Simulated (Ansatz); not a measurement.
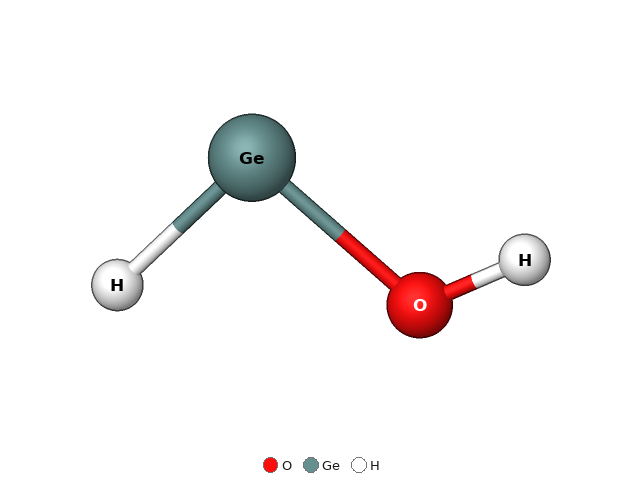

Harmonic vibrations computed with RKS PBE0-D4/def2-TZVP (Ansatz 0.2.0) at a stationary point of the same level.

How many imaginary frequencies does it have?

A minimum: no imaginary frequency, and the lowest mode lies at 629 cm⁻¹.

List the wavenumbers.

6 modes: 629, 685, 747, 941, 1906, 3875 cm⁻¹.
